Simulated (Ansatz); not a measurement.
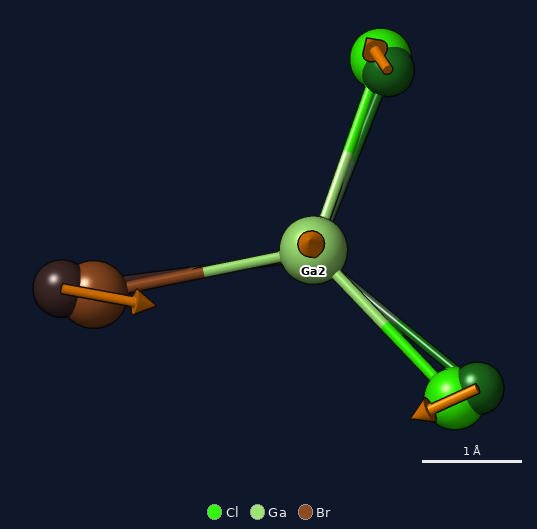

A relaxation of GaBrCl₂ (coarse preliminary run). The starting structure is drawn faded, the final one solid; orange arrows show the displacements, magnified 3 times. The two geometries are superimposed by the best rigid fit.

Style: ball-and-stick. Shown at a tilt.

The start comes from a force field.

Method: RKS PBE-D4/def2-SVP in Ansatz. (force threshold 0.03 eV/Å; at most 200 steps)

Q: What did the optimiser do to the structure, and how much energy did it gain?

A: Over 4 geometry steps the energy falls by 24.5 kcal/mol. Largest force component: 3.8 eV/Å at the start, 0.021 eV/Å at the end. The largest move after the best rigid fit is that of the Br atom, 0.34 Å. Largest moves by element: Br 0.34 Å, Ga 0.30 Å, Cl 0.27 Å. Near-neighbour distances that change, for instance: Br–Ga 2.640 → 2.277 Å, Cl–Ga 2.304 → 2.142 Å, Cl–Ga 2.024 → 2.141 Å. Bond angles that change, for instance: Cl–Ga–Cl 108.2° → 119.2°, Cl–Ga–Br 123.6° → 120.4°. The run took about 29 core-seconds on a shared host.
